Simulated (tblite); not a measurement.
## Geometry relaxation, with input and output: C₄H₇SSe (part 4 of 4)

C₄H₇SSe, multiplicity 2, SMILES [CH]=C(SC)[Se]C; GFN2-xTB geometry optimisation, gas phase (tblite 0.8.0). It belongs to a series of runs on one base structure; here: H removed from sp2 C.

Geometry of the input (Å):
```
C  -0.0531  -0.7922  1.7392
C  -0.0279  -0.3639  0.4673
S  -0.8962  1.1111  -0.0168
C  -2.4195  0.2184  -0.4795
Se 0.9979  -1.3505  -0.8135
C  2.5750  -0.2671  -0.4804
H  -0.6279  -0.2477  2.4890
H  -2.8191  -0.3139  0.4204
H  -2.1952  -0.5239  -1.2756
H  -3.1810  0.9320  -0.8327
H  2.3595  0.7967  -0.7033
H  3.4049  -0.6168  -1.1267
H  2.8782  -0.3677  0.5948
```

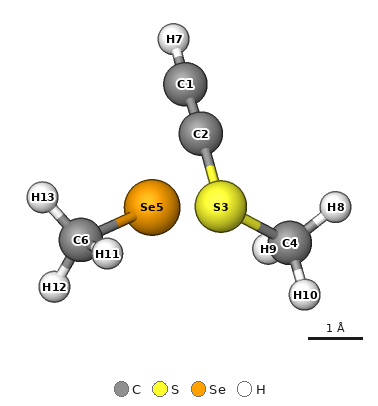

Figure 1. The geometry at step 170 of the log (ball-and-stick view, seen at a tilt; atoms are numbered from 1 in the order of the input).

### Trajectory as extended XYZ, continued
```
13
Properties=species:S:1:pos:R:3:forces:R:3 step=154 energy=-501.58070
C    -0.0751   -0.4790    2.0374    0.0070  -0.0260   0.0540
C    -0.5924    0.3741    1.3601    0.0020   0.0100  -0.0100
S    -1.2073    1.4731    0.2487    0.0010   0.0160  -0.0200
C    -2.2091    0.3138   -0.7411   -0.0050   0.0170  -0.0080
Se    1.2126   -1.9523   -0.2457   -0.0070  -0.0080  -0.0140
C     2.2974   -0.3767   -0.6045    0.0020   0.0200  -0.0160
H     0.2762   -1.1651    2.7523   -0.0080   0.0090  -0.0250
H    -3.0472   -0.0382   -0.1472    0.0120  -0.0160  -0.0030
H    -1.5807   -0.5162   -1.0516   -0.0090  -0.0050   0.0140
H    -2.5644    0.8682   -1.6042    0.0030  -0.0020   0.0020
H     1.6474    0.4749   -0.7883   -0.0040  -0.0200   0.0190
H     2.9016   -0.5772   -1.4853   -0.0020  -0.0060   0.0010
H     2.9365   -0.1848    0.2516    0.0090   0.0110   0.0040
13
Properties=species:S:1:pos:R:3:forces:R:3 step=157 energy=-501.58132
C    -0.0743   -0.4772    2.0663    0.0040  -0.0180   0.0440
C    -0.5833    0.3732    1.3804   -0.0160   0.0070  -0.0290
S    -1.1955    1.4699    0.2635    0.0160   0.0230   0.0010
C    -2.1743    0.3108   -0.7482    0.0140   0.0110   0.0090
Se    1.1871   -1.9604   -0.2662    0.0260   0.0120  -0.0100
C     2.2619   -0.3725   -0.6138   -0.0060  -0.0130   0.0090
H     0.2816   -1.1657    2.7758   -0.0050   0.0010  -0.0120
H    -3.0275   -0.0402   -0.1773   -0.0230  -0.0080   0.0220
H    -1.5432   -0.5236   -1.0397    0.0130   0.0000  -0.0080
H    -2.5044    0.8686   -1.6185   -0.0060  -0.0140  -0.0210
H     1.6001    0.4724   -0.7826    0.0050   0.0020  -0.0080
H     2.8642   -0.5607   -1.4985   -0.0160   0.0090   0.0010
H     2.9032   -0.1800    0.2410   -0.0050  -0.0130   0.0000
13
Properties=species:S:1:pos:R:3:forces:R:3 step=160 energy=-501.58182
C    -0.0846   -0.4747    2.0895    0.0090  -0.0210   0.0380
C    -0.5832    0.3746    1.3955   -0.0020   0.0200  -0.0300
S    -1.1804    1.4725    0.2708   -0.0020  -0.0020   0.0120
C    -2.1438    0.3077   -0.7479    0.0080  -0.0240  -0.0330
Se    1.1664   -1.9596   -0.2855    0.0120  -0.0230   0.0010
C     2.2358   -0.3692   -0.6226    0.0020   0.0250   0.0030
H     0.2731   -1.1698    2.7911   -0.0100  -0.0010   0.0020
H    -3.0088   -0.0417   -0.1929   -0.0040   0.0190   0.0230
H    -1.5100   -0.5313   -1.0243    0.0120   0.0210   0.0110
H    -2.4552    0.8576   -1.6302   -0.0190  -0.0060  -0.0130
H     1.5705    0.4755   -0.7801    0.0130   0.0020  -0.0160
H     2.8351   -0.5476   -1.5112   -0.0150   0.0140  -0.0070
H     2.8808   -0.1795    0.2301   -0.0050  -0.0240   0.0090
13
Properties=species:S:1:pos:R:3:forces:R:3 step=163 energy=-501.58295
C    -0.1029   -0.4676    2.1236   -0.0350   0.0370  -0.0410
C    -0.5738    0.3746    1.4023    0.0310  -0.0130   0.0330
S    -1.1495    1.4761    0.2682   -0.0220  -0.0250  -0.0020
C    -2.1070    0.3028   -0.7492    0.0230   0.0110   0.0070
Se    1.1469   -1.9672   -0.3233    0.0040  -0.0120  -0.0050
C     2.2037   -0.3626   -0.6345   -0.0010   0.0070  -0.0080
H     0.2421   -1.1744    2.8183    0.0050  -0.0070   0.0280
H    -2.9717   -0.0439   -0.1917   -0.0010   0.0160   0.0000
H    -1.4651   -0.5326   -1.0118    0.0210  -0.0430   0.0000
H    -2.4144    0.8372   -1.6412   -0.0330   0.0310  -0.0130
H     1.5354    0.4833   -0.7743    0.0150  -0.0190  -0.0160
H     2.8043   -0.5220   -1.5259   -0.0190   0.0220  -0.0090
H     2.8474   -0.1891    0.2216    0.0130  -0.0060   0.0260
13
Properties=species:S:1:pos:R:3:forces:R:3 step=166 energy=-501.58416
C    -0.1185   -0.4632    2.1734   -0.0180   0.0220   0.0030
C    -0.5559    0.3693    1.4223   -0.0120   0.0110  -0.0180
S    -1.1087    1.4656    0.2678    0.0170  -0.0270   0.0060
C    -2.0596    0.2951   -0.7589    0.0380   0.0210   0.0400
Se    1.1271   -1.9866   -0.3935    0.0090   0.0270  -0.0090
C     2.1613   -0.3549   -0.6507    0.0090  -0.0460   0.0240
H     0.2135   -1.1614    2.8832    0.0040  -0.0030   0.0020
H    -2.9244   -0.0462   -0.1996   -0.0290  -0.0200  -0.0130
H    -1.4189   -0.5425   -1.0207    0.0050  -0.0240   0.0040
H    -2.3656    0.8328   -1.6495   -0.0220   0.0250  -0.0120
H     1.4839    0.4862   -0.7676   -0.0110  -0.0080  -0.0180
H     2.7685   -0.4784   -1.5432   -0.0030   0.0270   0.0080
H     2.7930   -0.2012    0.2192    0.0130  -0.0060  -0.0160
13
Properties=species:S:1:pos:R:3:forces:R:3 step=170 energy=-501.58499
C    -0.1375   -0.4527    2.2054   -0.0070   0.0100   0.0310
C    -0.5465    0.3694    1.4284    0.0120  -0.0030   0.0110
S    -1.0678    1.4596    0.2537    0.0120  -0.0050   0.0100
C    -2.0286    0.2897   -0.7590   -0.0180  -0.0010  -0.0260
Se    1.1223   -2.0017   -0.4601   -0.0070  -0.0100   0.0000
C     2.1392   -0.3552   -0.6587   -0.0070   0.0140  -0.0110
H     0.1789   -1.1450    2.9285   -0.0030   0.0040  -0.0170
H    -2.8860   -0.0568   -0.1894    0.0030  -0.0070  -0.0190
H    -1.3914   -0.5481   -1.0351   -0.0130   0.0110   0.0120
H    -2.3517    0.8310   -1.6431   -0.0030  -0.0070   0.0100
H     1.4486    0.4785   -0.7603    0.0140  -0.0090   0.0000
H     2.7563   -0.4383   -1.5488    0.0080   0.0070   0.0010
H     2.7598   -0.2158    0.2210    0.0110  -0.0040  -0.0020
13
Properties=species:S:1:pos:R:3:forces:R:3 step=173 energy=-501.58537
C    -0.1523   -0.4489    2.2248   -0.0080   0.0120   0.0310
C    -0.5438    0.3696    1.4358   -0.0080   0.0110  -0.0180
S    -1.0521    1.4565    0.2507   -0.0160  -0.0270  -0.0030
C    -2.0195    0.2861   -0.7597    0.0140   0.0150   0.0200
Se    1.1175   -2.0006   -0.4940   -0.0020  -0.0080  -0.0040
C     2.1367   -0.3523   -0.6679    0.0030  -0.0030  -0.0080
H     0.1528   -1.1399    2.9534    0.0060  -0.0030  -0.0080
H    -2.8754   -0.0592   -0.1880   -0.0130   0.0070  -0.0070
H    -1.3823   -0.5536   -1.0275   -0.0030  -0.0050  -0.0210
H    -2.3430    0.8232   -1.6461    0.0110  -0.0060   0.0180
H     1.4458    0.4814   -0.7611    0.0100   0.0060  -0.0040
H     2.7591   -0.4230   -1.5558   -0.0020   0.0050   0.0110
H     2.7522   -0.2248    0.2175    0.0090  -0.0030  -0.0070
13
Properties=species:S:1:pos:R:3:forces:R:3 step=176 energy=-501.58618
C    -0.1904   -0.4386    2.2852    0.0250  -0.0470   0.1020
C    -0.5521    0.3593    1.4633   -0.0400   0.0760  -0.0870
S    -1.0298    1.4404    0.2577   -0.0060  -0.0240   0.0120
C    -1.9941    0.2758   -0.7593    0.0240  -0.0200   0.0170
Se    1.1065   -1.9962   -0.5936    0.0120  -0.0070   0.0000
C     2.1331   -0.3469   -0.6953    0.0040   0.0110   0.0160
H     0.0991   -1.1170    3.0324    0.0000   0.0050  -0.0320
H    -2.8623   -0.0581   -0.2005   -0.0240   0.0050   0.0090
H    -1.3614   -0.5728   -1.0114    0.0000  -0.0120  -0.0250
H    -2.2986    0.8069   -1.6553    0.0110   0.0170   0.0080
H     1.4435    0.4887   -0.7699   -0.0220   0.0400  -0.0040
H     2.7684   -0.3818   -1.5753    0.0130  -0.0180  -0.0020
H     2.7337   -0.2452    0.2041    0.0020  -0.0280  -0.0150
13
Properties=species:S:1:pos:R:3:forces:R:3 step=179 energy=-501.58692
C    -0.2126   -0.4288    2.3278   -0.0190   0.0240  -0.0120
C    -0.5699    0.3459    1.4804    0.0350  -0.0170   0.0460
S    -1.0267    1.4251    0.2656    0.0180  -0.0070   0.0310
C    -1.9858    0.2671   -0.7583   -0.0070  -0.0320  -0.0130
Se    1.0994   -1.9844   -0.6448    0.0190   0.0180   0.0000
C     2.1393   -0.3402   -0.7131   -0.0170   0.0080   0.0220
H     0.0736   -1.1052    3.0787   -0.0100   0.0240  -0.0400
H    -2.8684   -0.0521   -0.2127   -0.0090  -0.0050  -0.0030
H    -1.3620   -0.5901   -1.0045    0.0080  -0.0150   0.0070
H    -2.2668    0.7998   -1.6602   -0.0200   0.0310  -0.0190
H     1.4589    0.5046   -0.7807   -0.0160   0.0120   0.0080
H     2.7819   -0.3674   -1.5871    0.0230  -0.0200  -0.0290
H     2.7348   -0.2597    0.1913   -0.0040  -0.0190   0.0010
13
Properties=species:S:1:pos:R:3:forces:R:3 step=182 energy=-501.58737
C    -0.2096   -0.4294    2.3139   -0.0100   0.0190  -0.0120
C    -0.5688    0.3510    1.4730    0.0130  -0.0150   0.0160
S    -1.0378    1.4271    0.2617   -0.0020  -0.0050   0.0010
C    -2.0051    0.2684   -0.7578    0.0000  -0.0010   0.0020
Se    1.1103   -1.9811   -0.6224   -0.0010   0.0080  -0.0010
C     2.1550   -0.3413   -0.7070    0.0030  -0.0060  -0.0040
H     0.0837   -1.1084    3.0581    0.0010   0.0010  -0.0040
H    -2.8844   -0.0518   -0.2072   -0.0060   0.0050   0.0010
H    -1.3832   -0.5891   -1.0070    0.0090  -0.0030  -0.0080
H    -2.2926    0.8062   -1.6557   -0.0030  -0.0020   0.0010
H     1.4781    0.5062   -0.7814    0.0040  -0.0030   0.0080
H     2.7973   -0.3835   -1.5821   -0.0030   0.0010   0.0020
H     2.7526   -0.2597    0.1961   -0.0050   0.0010  -0.0030
13
Properties=species:S:1:pos:R:3:forces:R:3 step=185 energy=-501.58746
C    -0.2202   -0.4256    2.3236    0.0020   0.0010  -0.0010
C    -0.5670    0.3488    1.4724    0.0020   0.0010   0.0020
S    -1.0270    1.4210    0.2537    0.0000   0.0000   0.0060
C    -2.0060    0.2652   -0.7572   -0.0030   0.0020   0.0000
Se    1.1106   -1.9770   -0.6416   -0.0030   0.0020   0.0000
C     2.1604   -0.3405   -0.7098    0.0020   0.0030   0.0000
H     0.0686   -1.1028    3.0712   -0.0010   0.0030  -0.0030
H    -2.8811   -0.0526   -0.1985   -0.0010  -0.0010   0.0000
H    -1.3879   -0.5932   -1.0135    0.0020   0.0000  -0.0060
H    -2.3013    0.8052   -1.6514    0.0010  -0.0060  -0.0010
H     1.4861    0.5095   -0.7806    0.0010  -0.0010   0.0060
H     2.8062   -0.3773   -1.5825    0.0000  -0.0010   0.0010
H     2.7539   -0.2661    0.1965   -0.0030  -0.0030  -0.0030
```

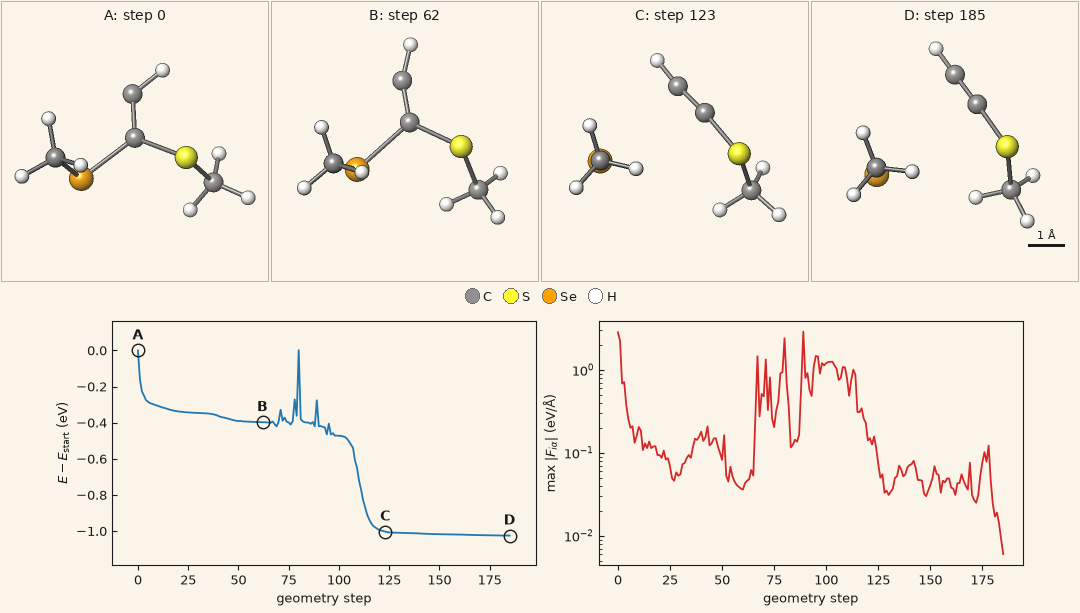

Figure 2. Frames of the relaxation (ball-and-stick view, seen at a tilt) above the curves, on which the letters mark them (steps are counted from 0).

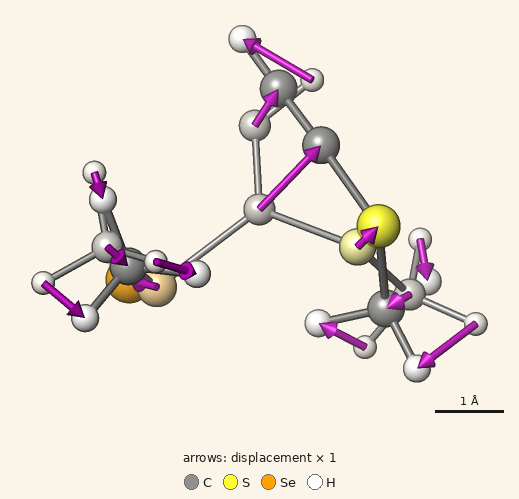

Figure 3. Start (faint) and end (solid) with the displacements as pink arrows, at true length (ball-and-stick view, seen at a tilt). The two geometries are laid on each other by the best rigid fit. After 185 geometry steps the energy has fallen by 1.024 eV. The largest force component goes from 2.8 to 0.006 eV/Å. C2 moves most after the best rigid fit: 1.33 Å. Largest moves by element: C 1.33 Å, H 1.31 Å, Se 0.62 Å, S 0.46 Å. Among the contacts that change: C2–Se5 1.915 → 3.563 Å, C1–C2 1.342 → 1.202 Å, C2–S3 1.779 → 1.687 Å, C1–H7 1.090 → 1.049 Å. Bonds break: C2–Se5 (1.91 → 3.56 Å). Among the angles that change: C2–C1–H7 120.1° → 179.2°, C1–C2–S3 120.9° → 178.7°, C2–S3–C4 94.1° → 98.3°. (Atoms are counted from 1 in the order of the input.)
